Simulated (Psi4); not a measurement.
# Excited-state calculation, with input and output: SiHF

The run: excited-state calculation of SiHF, SMILES F[SiH]. Method and program: TDA (PBE)/def2-SVP, RKS (Psi4 1.11).

The geometry was optimised with PBE/def2-SVP.

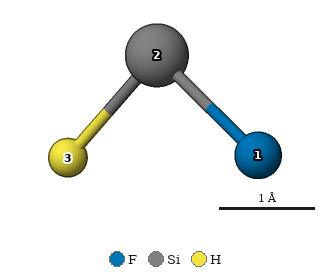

The structure as given in the input (ball-and-stick view, seen at a tilt; atoms are numbered from 1 in the order of the input).

### The input (run.py)
```python
import psi4

psi4.set_memory(1600000000)
psi4.set_num_threads(1)
psi4.core.set_output_file('output.dat', False)

m = psi4.geometry("""
0 1
F     -1.052372     0.016709    -0.605312
Si     0.223361     0.633266     0.244453
H      0.961512    -0.725601     0.492768
""")

psi4.set_options(dict(basis='def2-SVP', save_jk=True))

from psi4.driver.procrouting.response.scf_response import tdscf_excitations
e_tot, wfn = psi4.energy('PBE', molecule=m, return_wfn=True)
states = tdscf_excitations(wfn, states=6, tda=True)
for k, s in enumerate(states, 1):
    print(f"root {k}: {s['EXCITATION ENERGY'] * 27.211386:.4f} eV  f = {s['OSCILLATOR STRENGTH (LEN)']:.4f}  {s['SYMMETRY']}")
print(f'total energy {e_tot:.8f} hartree = {e_tot * 27.211386:.5f} eV')
```

Hardware: 1 thread of Intel Xeon (Sapphire Rapids), 12 GiB of memory available, shared host.

Launch command:
```bash
python run.py
```

### What the program printed
```
=> Loading Basis Set <=

    Name: DEF2-SVP
    Role: ORBITAL
    Keyword: BASIS

         ---------------------------------------------------------
                                   SCF
                              RKS Reference
                        1 Threads,   1525 MiB Core
         ---------------------------------------------------------

  ==> Geometry <==

    Molecular point group: cs
    Full point group: Cs

    Geometry (in Angstrom), charge = 0, multiplicity = 1:

       Center              X                  Y                   Z               Mass
    ------------   -----------------  -----------------  -----------------  -----------------
         F           -0.940801048217    -0.346437050402     0.000000000000    18.998403162730
         SI           0.590198113446     0.274674327492     0.000000000000    27.976926534650
         H            1.351215047884    -1.094230339464     0.000000000000     1.007825032230

  Running in cs symmetry.

  Rotational constants: A =      7.24985  B =      0.53223  C =      0.49583 [cm^-1]
  Rotational constants: A = 217345.00097  B =  15955.95932  C =  14864.69661 [MHz]
  Nuclear repulsion =   47.061879435824288

  Charge       = 0
  Multiplicity = 1
  Electrons    = 24
  Nalpha       = 12
  Nbeta        = 12

  ==> Algorithm <==

  SCF Algorithm Type is DF.
  DIIS enabled.
  MOM disabled.
  Fractional occupation disabled.
  Guess Type is SAD.
  Energy threshold   = 1.00e-06
  Density threshold  = 1.00e-06
  Integral threshold = 1.00e-12

  ==> Primary Basis <==

  Basis Set: DEF2-SVP
    Blend: DEF2-SVP
    Number of shells: 17
    Number of basis functions: 37
    Number of Cartesian functions: 39
    Spherical Harmonics?: true
    Max angular momentum: 2

  ==> DFT Potential <==

   => LibXC <=

    Version 7.1.2

   => Composite Functional: PBE <=

    PBE GGA Exchange-Correlation Functional

    Deriv               =              1
    GGA                 =           TRUE
    Meta                =          FALSE

    Exchange Hybrid     =          FALSE
    MP2 Hybrid          =          FALSE

   => Exchange Functionals <=

    1.0000     XC_GGA_X_PBE

   => Correlation Functionals <=

    1.0000     XC_GGA_C_PBE

   => LibXC Density Thresholds  <==

    XC_GGA_C_PBE:  1.00E-12
    XC_GGA_X_PBE:  1.00E-15

   => Molecular Quadrature <=

    Radial Scheme          =       TREUTLER
    Pruning Scheme         =           NONE
    Nuclear Scheme         =       TREUTLER

    Blocking Scheme        =         OCTREE
    BS radius alpha        =              1
    Pruning alpha          =              1
    Radial Points          =             75
    Spherical Points       =            302
    Total Points           =          65208
    Total Blocks           =            552
    Max Points             =            255
    Max Functions          =             37
    Weights Tolerance      =       1.00E-15

   => Loading Basis Set <=

    Name: (DEF2-SVP AUX)
    Role: JKFIT
    Keyword: DF_BASIS_SCF

  ==> Integral Setup <==

  DFHelper Memory: AOs need 0.003 GiB; user supplied 1.055 GiB.
  SCF_SUBTYPE=INCORE selected. In-core MEM_DF algorithm will be used.
  Using in-core AOs.

  ==> MemDFJK: Density-Fitted J/K Matrices <==

    J tasked:                   Yes
    K tasked:                    No
    wK tasked:                   No
    Memory [MiB]:              1079
    Algorithm:                 Core
    Schwarz Cutoff:           1E-12
    Mask sparsity (%):       0.1461
    Fitting Condition:        1E-10

   => Auxiliary Basis Set <=

  Basis Set: (DEF2-SVP AUX)
    Blend: DEF2-UNIVERSAL-JKFIT
    Number of shells: 69
    Number of basis functions: 223
    Number of Cartesian functions: 268
    Spherical Harmonics?: true
    Max angular momentum: 4

  Cached 100.0% of DFT collocation blocks in 0.063 [GiB].

  Minimum eigenvalue in the overlap matrix is 4.1994423728E-02.
  Reciprocal condition number of the overlap matrix is 1.2735387099E-02.
    Using symmetric orthogonalization.

  ==> Pre-Iterations <==

  SCF Guess: Superposition of Atomic Densities via on-the-fly atomic UHF (no occupation information).

   -------------------------
    Irrep   Nso     Nmo
   -------------------------
     A'        27      27
     A"        10      10
   -------------------------
    Total      37      37
   -------------------------

  ==> Iterations <==

                           Total Energy        Delta E     RMS |[F,P]|

   @DF-RKS iter SAD:  -389.11702866105969   -3.89117e+02   0.00000e+00
   @DF-RKS iter   1:  -389.44900710442670   -3.31978e-01   1.32876e-02 ADIIS/DIIS
   @DF-RKS iter   2:  -389.12956526440263    3.19442e-01   3.53904e-02 ADIIS/DIIS
   @DF-RKS iter   3:  -389.50261491269026   -3.73050e-01   2.33752e-03 ADIIS/DIIS
   @DF-RKS iter   4:  -389.50544518910408   -2.83028e-03   7.21614e-04 ADIIS/DIIS
   @DF-RKS iter   5:  -389.50570762191870   -2.62433e-04   1.53322e-04 ADIIS/DIIS
   @DF-RKS iter   6:  -389.50571978098179   -1.21591e-05   4.57593e-05 DIIS
   @DF-RKS iter   7:  -389.50572066487257   -8.83891e-07   4.49933e-06 DIIS
   @DF-RKS iter   8:  -389.50572067579202   -1.09195e-08   6.02418e-07 DIIS
  Energy and wave function converged.

  ==> Post-Iterations <==

   Electrons on quadrature grid:
      Ntotal   =   24.0000009206 ; deviation = 9.206e-07

    Orbital Energies [Eh]
    ---------------------

    Doubly Occupied:

       1Ap   -65.454274     2Ap   -24.255913     3Ap    -5.103609
       1App   -3.523707     4Ap    -3.518547     5Ap    -3.512113
       6Ap    -1.053365     7Ap    -0.474166     8Ap    -0.378400
       2App   -0.373415     9Ap    -0.347317    10Ap    -0.212512

    Virtual:

       3App   -0.128363    11Ap    -0.018264    12Ap     0.051682
      13Ap     0.151680    14Ap     0.308168     4App    0.355054
       5App    0.381509    15Ap     0.394566    16Ap     0.423223
       6App    0.434893    17Ap     0.479143    18Ap     0.580042
      19Ap     0.754638    20Ap     1.154989     7App    1.165341
      21Ap     1.188000    22Ap     1.448320     8App    1.468618
      23Ap     1.629569    24Ap     1.948838     9App    2.967927
      25Ap     2.969977    10App    3.021289    26Ap     3.045008
      27Ap     3.353169

    Final Occupation by Irrep:
             Ap   App
    DOCC [    10,    2 ]
    NA   [    10,    2 ]
    NB   [    10,    2 ]

  @DF-RKS Final Energy:  -389.50572067579202

   => Energetics <=

    Nuclear Repulsion Energy =             47.0618794358242880
    One-Electron Energy =                -634.3908650960662499
    Two-Electron Energy =                 229.2618613472722018
    DFT Exchange-Correlation Energy =     -31.4385963628222278
    Empirical Dispersion Energy =           0.0000000000000000
    VV10 Nonlocal Energy =                  0.0000000000000000
    Total Energy =                       -389.5057206757920198

Computation Completed

Properties will be evaluated at   0.000000,   0.000000,   0.000000 [a0]

Properties computed using the SCF density matrix

 Multipole Moments:

 ------------------------------------------------------------------------------------
     Multipole            Electronic (a.u.)      Nuclear  (a.u.)        Total (a.u.)
 ------------------------------------------------------------------------------------

 L = 1.  Multiply by 2.5417464519 to convert [e a0] to [Debye]
 Dipole X            :         -1.8324503            2.1670986            0.3346483
 Dipole Y            :          0.7784912           -0.6930064            0.0854848
 Dipole Z            :          0.0000000            0.0000000            0.0000000
 Magnitude           :                                                    0.3453942

 ------------------------------------------------------------------------------------

	total time  =          1 seconds =       0.02 minutes

******************************************************************************************
**********                               WARNING                                **********
**********       The names of excited state variables changed between 1.5       **********
**********     and 1.6. For a quick solution, remove the symmetry specifier     **********
**********   from the variable name. For full details, see 'Notes on Psivars'   **********
**********                        in the documentation.                         **********
******************************************************************************************

         ---------------------------------------------------------
                         TDSCF excitation energies
         ---------------------------------------------------------

  ==> Options <==

     Residual threshold  : 1.0000e-04
     Initial guess       : denominators
     Reference           : RHF
     Solver type         : TDA (Davidson)

  ==> Requested Excitations <==

      3 singlet states with Ap symmetry
      3 singlet states with App symmetry

  ==> Seeking the lowest 3 singlet states with Ap symmetry

                         Generalized Davidson Solver

  ==> Options <==

    Max number of iterations        = 60
    Eigenvector tolerance           = 1.0000e-04
    Max number of expansion vectors = 600

  => Iterations <=
                           Max[D[value]]     Max[|R|]   # vectors
  DavidsonSolver iter   1:   3.21070e-01  1.20626e-01     12
  DavidsonSolver iter   2:   1.17550e-02  1.10622e-02     15
  DavidsonSolver iter   3:   8.35559e-05  5.82387e-04     18
  DavidsonSolver iter   4:   2.26823e-07  3.25736e-05     21      Converged

  ==> Seeking the lowest 3 singlet states with App symmetry

                         Generalized Davidson Solver

  ==> Options <==

    Max number of iterations        = 60
    Eigenvector tolerance           = 1.0000e-04
    Max number of expansion vectors = 600

  => Iterations <=
                           Max[D[value]]     Max[|R|]   # vectors
  DavidsonSolver iter   1:   2.62197e-01  3.46059e-02     12
  DavidsonSolver iter   2:   1.07108e-03  1.65252e-03     15
  DavidsonSolver iter   3:   9.92244e-07  3.78940e-05     18      Converged

******************************************************************************************
**********                               WARNING                                **********
**********  Length-gauge rotatory strengths are **NOT** gauge-origin invariant  **********
******************************************************************************************

                                    Excitation Energy         Total Energy        Oscillator Strength             Rotatory Strength
     #   Sym: GS->ES (Trans)        au              eV              au          au (length)    au (velocity)    au (length)    au (velocity)
    ---- -------------------- --------------- --------------- --------------- --------------- --------------- --------------- ---------------
     1     Ap->App (1 App)     0.10896         2.96484        -389.39676       0.0312          0.0012          0.0000         -0.0000
     2      Ap->Ap (1 Ap)      0.21990         5.98365        -389.28583       0.0758          0.0236          0.0000         -0.0000
     3     Ap->App (1 App)     0.23710         6.45188        -389.26862       0.0486          0.0098          0.0000         -0.0000
     4     Ap->App (1 App)     0.26113         7.10558        -389.24460       0.0544          0.0099          0.0000         -0.0000
     5      Ap->Ap (1 Ap)      0.28793         7.83494        -389.21779       0.0374          0.0132          0.0000         -0.0000
     6      Ap->Ap (1 Ap)      0.31524         8.57800        -389.19049       0.6286          0.3091          0.0000         -0.0000

Contributing excitations
Only contributions with abs(coeff) > 1.00e-01 will be printed:

Excited State    1 (1 App):   0.10896 au   418.18 nm f = 0.0312
  Sums of squares: Xssq =  1.000000e+00
      9ap  ->   3app     0.140866 ( 1.984%)
     10ap  ->   3app     0.983921 (96.810%)

Excited State    2 (1 Ap):   0.21990 au   207.20 nm f = 0.0758
  Sums of squares: Xssq =  1.000000e+00
      9ap  ->  11ap     0.131831 ( 1.738%)
     10ap  ->  11ap     0.953183 (90.856%)
     10ap  ->  12ap     0.211010 ( 4.453%)
      2app  ->   3app    -0.145883 ( 2.128%)

Excited State    3 (1 App):   0.23710 au   192.17 nm f = 0.0486
  Sums of squares: Xssq =  1.000000e+00
      7ap  ->   3app    -0.137667 ( 1.895%)
      8ap  ->   3app     0.378992 (14.363%)
      9ap  ->   3app    -0.906823 (82.233%)

Excited State    4 (1 App):   0.26113 au   174.49 nm f = 0.0544
  Sums of squares: Xssq =  1.000000e+00
      7ap  ->   3app    -0.165779 ( 2.748%)
      8ap  ->   3app    -0.918190 (84.307%)
      9ap  ->   3app    -0.345717 (11.952%)

Excited State    5 (1 Ap):   0.28793 au   158.25 nm f = 0.0374
  Sums of squares: Xssq =  1.000000e+00
      8ap  ->  11ap    -0.219997 ( 4.840%)
      9ap  ->  11ap    -0.199810 ( 3.992%)
      9ap  ->  12ap    -0.130045 ( 1.691%)
     10ap  ->  12ap    -0.184347 ( 3.398%)
      2app  ->   3app    -0.912588 (83.282%)

Excited State    6 (1 Ap):   0.31524 au   144.54 nm f = 0.6286
  Sums of squares: Xssq =  1.000000e+00
      8ap  ->  11ap    -0.152463 ( 2.324%)
      8ap  ->  12ap     0.120969 ( 1.463%)
      9ap  ->  11ap     0.279017 ( 7.785%)
      9ap  ->  12ap     0.117062 ( 1.370%)
     10ap  ->  11ap     0.164331 ( 2.700%)
     10ap  ->  12ap    -0.882077 (77.806%)
     10ap  ->  13ap     0.193937 ( 3.761%)
      2app  ->   3app     0.128817 ( 1.659%)

******************************************************************************************
**********                               WARNING                                **********
**********       The names of excited state variables changed between 1.5       **********
**********     and 1.6. For a quick solution, remove the symmetry specifier     **********
**********   from the variable name. For full details, see 'Notes on Psivars'   **********
**********                        in the documentation.                         **********
******************************************************************************************
```

### Standard output
```
root 1: 2.9648 eV  f = 0.0312  App
root 2: 5.9837 eV  f = 0.0758  Ap
root 3: 6.4519 eV  f = 0.0486  App
root 4: 7.1056 eV  f = 0.0544  App
root 5: 7.8349 eV  f = 0.0374  Ap
root 6: 8.5780 eV  f = 0.6286  Ap
total energy -389.50572068 hartree = -10598.99051 eV
```

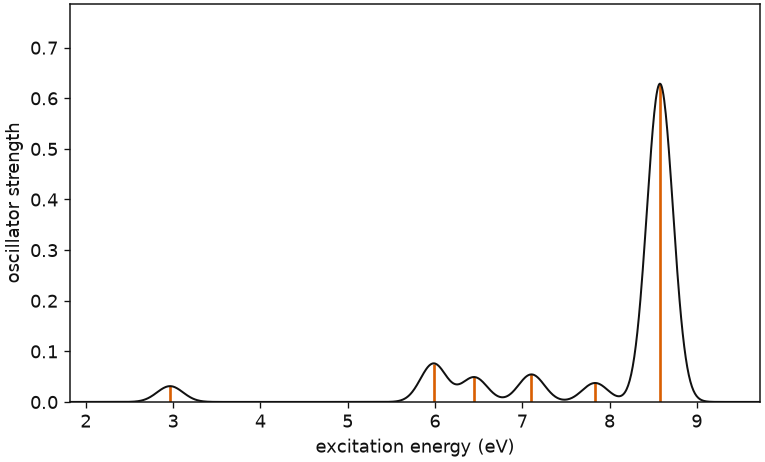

Computed excitations as sticks (degenerate states added up, dark ones marked on the axis), with a Gaussian envelope of 0.35 eV full width at half maximum, scaled to the tallest. Of the 6 states the lowest lies at 2.96 eV (f = 0.031); the strongest line is at 8.58 eV, or 145 nm (f = 0.629).

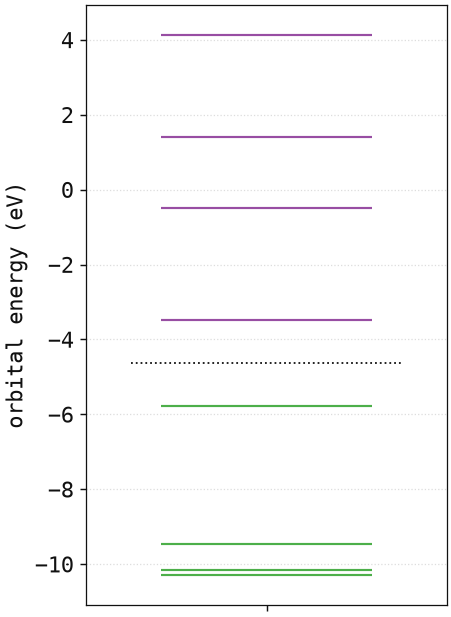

Orbital energies near the frontier; the dotted line parts filled from empty levels, and levels within 0.02 eV of each other stand side by side. Highest filled −5.78 eV, lowest empty −3.49 eV, 2.29 eV apart.

### Results in brief

| quantity | value |
| --- | --- |
| outcome | converged |
| total energy | −389.505721 hartree |
| basis functions | 37 |
| HOMO | −5.78 eV |
| LUMO | −3.49 eV |
| dipole moment | 0.88 D |
| lowest excitation | 2.96 eV |
| wall time | 3.9 s |
| peak memory | 0.27 GiB |
